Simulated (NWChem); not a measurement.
# triplet BNH3F3 at 5 levels

We compute a comparison of 5 runs (U-r2SCAN/cc-pVDZ, UB3LYP/cc-pVDZ, UBHLYP/cc-pVDZ, UM06-L/cc-pVDZ, UPBE0/cc-pVDZ) of triplet BNH3F3. 

The calculation is run with NWChem 7.3.0.

### Step 1. Starting point

BNH3F3 has 8 atoms, charge 0, and is taken as a triplet. SMILES of the parent species: `[NH3+][B-](F)(F)F`. Geometry: relaxed at PBE0-D4/def2-TZVP. That shape belongs to the parent species and isn't relaxed for this state.

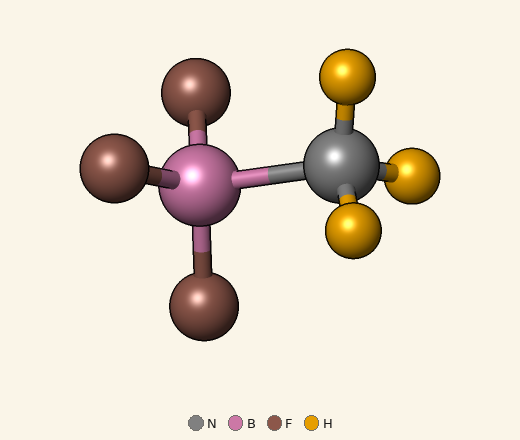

Viewed from a chosen angle; nitrogen grey, boron pink, fluorine brown, hydrogen amber.

### Step 2. A single-point energy at U-r2SCAN/cc-pVDZ (run 1)

Contents of bf3h3n.nw:

```
start bf3h3n
title "BF3H3N"
memory stack 880 mb heap 220 mb global 1100 mb
charge 0

geometry noautosym nocenter noautoz
 N    -0.501800   -0.052400    0.645700
 B     0.531500    0.038700   -0.668100
 F     1.521100   -0.860400   -0.378100
 F    -0.251400   -0.312100   -1.733900
 F     0.943600    1.343300   -0.679400
 H    -1.280300    0.587300    0.522000
 H    -0.006300    0.194600    1.496700
 H    -0.864300   -0.996100    0.739300
end

basis spherical bse
 * library cc-pVDZ
end

dft
 xc r2scan
 mult 3
 grid xfine
 convergence energy 1e-08
 maxiter 100
 mulliken
end

task dft energy
```

Run with:

```sh
nwchem bf3h3n.nw > bf3h3n.out
```

The log of the run:

```text
[...]
          Wavefunction type:  spin polarized.
          No. of atoms     :     8
          No. of electrons :    42
[...]
          Charge           :     0
          Spin multiplicity:     3
[...]
          AO basis - number of functions:    85
[...]
              XC Information
              --------------
                      r^2SCAN Method XC Functional
               r^2SCAN metaGGA Exchange Functional  1.000
                     r^2SCAN Correlation Potential  1.000
[...]
 d= 0,ls=0.0,diis     1   -380.5142683644 -5.72D+02  1.43D-02  3.26D-01    11.9
[...]
 d= 0,ls=0.0,diis    14   -380.6750702657 -1.30D-09  2.84D-07  2.71D-10   214.2
[...]
         Total DFT energy =     -380.675070265721
      One electron energy =     -906.202023619182
           Coulomb energy =      377.407649600032
    Exchange-Corr. energy =      -43.319833197648
 Nuclear repulsion energy =      191.439136951077
[...]
      Total Density - Mulliken Population Analysis
     ---------------------------------------------
    Atom       Charge   Shell Charges
 -----------   ------   -------------------------------------------------------
    1 N    7     6.54   2.01  0.84  0.35  2.35  0.97  0.01
    2 B    5     4.72   2.01  0.56 -0.03  1.51  0.21  0.45
    3 F    9     9.08   2.01  0.91  0.96  3.33  1.87  0.00
    4 F    9     9.08   2.01  0.91  0.96  3.33  1.87  0.00
    5 F    9     9.08   2.01  0.91  0.96  3.33  1.87  0.00
    6 H    1     1.17   0.68  0.43  0.06
    7 H    1     1.17   0.68  0.43  0.06
    8 H    1     1.17   0.68  0.43  0.06
[...]
      <S2> =      2.0058 (Exact =     2.0000)
[...]
```

Run time: 3.6 min. Hardware: 1 thread of AMD EPYC (Zen 3), shared host; peak memory 0.13 GiB.

### Step 3. The energy at UB3LYP/cc-pVDZ (run 2)

Contents of bf3h3n.nw:

```
echo
start bf3h3n
title "BF3H3N B3LYP"
memory total 2200 mb
charge 0
geometry units angstroms noautosym nocenter noautoz
  N     -0.501800    -0.052400     0.645700
  B      0.531500     0.038700    -0.668100
  F      1.521100    -0.860400    -0.378100
  F     -0.251400    -0.312100    -1.733900
  F      0.943600     1.343300    -0.679400
  H     -1.280300     0.587300     0.522000
  H     -0.006300     0.194600     1.496700
  H     -0.864300    -0.996100     0.739300
end
basis spherical bse
  N library cc-pVDZ
  B library cc-pVDZ
  F library cc-pVDZ
  H library cc-pVDZ
end
dft
  xc b3lyp
  mult 3
  grid xfine
  convergence energy 1e-08
  maxiter 100
  mulliken
end
task dft energy
```

Run with:

```sh
nwchem bf3h3n.nw > bf3h3n.out
```

The log of the run:

```text
[...]
          Wavefunction type:  spin polarized.
          No. of atoms     :     8
          No. of electrons :    42
[...]
          Charge           :     0
          Spin multiplicity:     3
[...]
          AO basis - number of functions:    85
[...]
              XC Information
              --------------
                         B3LYP Method XC Potential
                     Hartree-Fock (Exact) Exchange  0.200
                        Slater Exchange Functional  0.800 local
                    Becke 1988 Exchange Functional  0.720 non-local
              Lee-Yang-Parr Correlation Functional  0.810
                  VWN I RPA Correlation Functional  0.190 local
[...]
 d= 0,ls=0.0,diis     1   -380.6763359136 -5.72D+02  1.28D-02  3.29D-01    13.0
[...]
 d= 0,ls=0.0,diis    13   -380.8357122444 -5.76D-10  1.42D-07  1.74D-11   134.0
[...]
         Total DFT energy =     -380.835712244445
      One electron energy =     -906.310408037763
           Coulomb energy =      377.529168451945
    Exchange-Corr. energy =      -43.493609609704
 Nuclear repulsion energy =      191.439136951077
[...]
      Total Density - Mulliken Population Analysis
     ---------------------------------------------
    Atom       Charge   Shell Charges
 -----------   ------   -------------------------------------------------------
    1 N    7     6.52   2.01  0.84  0.34  2.37  0.95  0.01
    2 B    5     4.78   2.02  0.55 -0.01  1.53  0.25  0.44
    3 F    9     9.07   2.01  0.91  0.96  3.34  1.86  0.00
    4 F    9     9.07   2.01  0.91  0.96  3.34  1.86  0.00
    5 F    9     9.07   2.01  0.91  0.96  3.34  1.86  0.00
    6 H    1     1.17   0.68  0.43  0.06
    7 H    1     1.17   0.68  0.43  0.06
    8 H    1     1.17   0.68  0.43  0.06
[...]
      <S2> =      2.0046 (Exact =     2.0000)
[...]
```

Run time: 2.3 min. Hardware: 1 thread of AMD EPYC (Zen 3), shared host; peak memory 0.14 GiB.

Runs 3 to 4 aren't shown in full; the table further down has their settings and results.

### Step 4. A single-point energy at UPBE0/cc-pVDZ (run 5)

Contents of bf3h3n.xyz:

```xyz
8

N     -0.501800    -0.052400     0.645700
B      0.531500     0.038700    -0.668100
F      1.521100    -0.860400    -0.378100
F     -0.251400    -0.312100    -1.733900
F      0.943600     1.343300    -0.679400
H     -1.280300     0.587300     0.522000
H     -0.006300     0.194600     1.496700
H     -0.864300    -0.996100     0.739300
```

Contents of bf3h3n.nw:

```
echo
start bf3h3n
memory total 2200 mb

geometry noautosym nocenter noautoz
  load bf3h3n.xyz
end

basis spherical bse
  N library cc-pVDZ
  B library cc-pVDZ
  F library cc-pVDZ
  H library cc-pVDZ
end

dft
  xc pbe0
  mult 3
  grid xfine
  convergence energy 1e-08
  iterations 100
  mulliken
  print medium
end

task dft energy
```

Run with:

```sh
nwchem bf3h3n.nw > bf3h3n.out
```

The log of the run:

```text
[...]
          Wavefunction type:  spin polarized.
          No. of atoms     :     8
          No. of electrons :    42
[...]
          Charge           :     0
          Spin multiplicity:     3
[...]
          AO basis - number of functions:    85
[...]
              XC Information
              --------------
                         PBE0 Method XC Functional
                     Hartree-Fock (Exact) Exchange  0.250
          PerdewBurkeErnzerhof Exchange Functional  0.750
            Perdew 1991 LDA Correlation Functional  1.000 local
           PerdewBurkeErnz. Correlation Functional  1.000 non-local
[...]
 d= 0,ls=0.0,diis     1   -380.2914172023 -5.72D+02  1.24D-02  3.18D-01    12.7
[...]
 d= 0,ls=0.0,diis    13   -380.4481267562 -6.94D-10  2.24D-07  5.13D-11   136.4
[...]
         Total DFT energy =     -380.448126756170
      One electron energy =     -906.193906024037
           Coulomb energy =      377.393428854726
    Exchange-Corr. energy =      -43.086786537936
 Nuclear repulsion energy =      191.439136951077
[...]
      Total Density - Mulliken Population Analysis
     ---------------------------------------------
    Atom       Charge   Shell Charges
 -----------   ------   -------------------------------------------------------
    1 N    7     6.54   2.01  0.84  0.35  2.34  0.99  0.01
    2 B    5     4.75   2.02  0.56 -0.02  1.52  0.22  0.46
    3 F    9     9.08   2.01  0.90  0.96  3.32  1.88  0.00
    4 F    9     9.08   2.01  0.90  0.96  3.32  1.88  0.00
    5 F    9     9.08   2.01  0.90  0.96  3.32  1.88  0.00
    6 H    1     1.16   0.68  0.42  0.06
    7 H    1     1.16   0.68  0.42  0.06
    8 H    1     1.16   0.68  0.42  0.06
[...]
      <S2> =      2.0057 (Exact =     2.0000)
[...]
```

It took 2.3 min on 1 thread of AMD EPYC (Zen 3), shared host; peak memory 0.13 GiB.

### Step 5. Overview of the runs

```
run             level  energy (Eh)  dipole moment (D)  HOMO energy (eV)   ⟨S²⟩  wall time
  1  U-r2SCAN/cc-pVDZ  -380.675070               0.10             -1.19  2.006    3.6 min
  2    UB3LYP/cc-pVDZ  -380.835712               0.15             -1.59  2.005    2.3 min
  3    UBHLYP/cc-pVDZ  -380.661447               0.89             -2.56  2.009    1.7 min
  4    UM06-L/cc-pVDZ  -380.781752               0.19             -0.78  2.005    6.3 min
  5     UPBE0/cc-pVDZ  -380.448127               0.22             -1.79  2.006    2.3 min
```

### Step 6. Results

| quantity | value |
| --- | --- |
| run 5: total energy | -380.44813 Eh |
| run 5: dipole moment | 0.22 D |
| run 5: HOMO energy (highest over α and β) | -1.79 eV |
| run 5: ⟨S²⟩ | 2.006 |

The dipole moment (its size) runs from 0.10 D (U-r2SCAN/cc-pVDZ) to 0.89 D (UBHLYP/cc-pVDZ). The two dipoles point in opposite directions. Totals of different functionals can't be ranked against each other. All runs together took 16 min, the longest 6.3 min.
